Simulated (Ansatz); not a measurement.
# Response to strain in WS2

Consider WS2 (space group P6_3/mmc, No. 194; a = 3.1147 Å, c = 11.7724 Å; layered, stacked along the Cartesian z axis). Axes: x lies along a and z along c of the hexagonal cell.

Strains are applied to the cell and any free atomic positions relax.

Computed with Ansatz (a first-principles code), PBEsol-D3(BJ), PAW, cutoff 420 eV, without spin-orbit coupling.

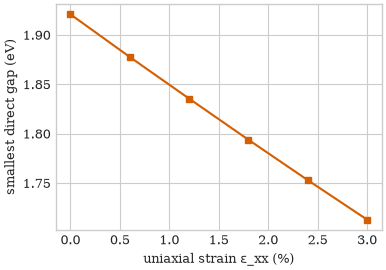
Figure: Smallest direct gap against uniaxial strain ε_xx

**Question.** From the plot, what is the smallest direct gap for uniaxial strain ε_xx = +1.20 %?

**Answer.** About 1.84 eV.

**Question.** Is the trend monotonic over the range shown?

**Answer.** Yes, it falls throughout, spanning 1.71 eV to 1.92 eV.

With W present, leaving out spin-orbit coupling can change the band edges. No phonon test of stability was made.
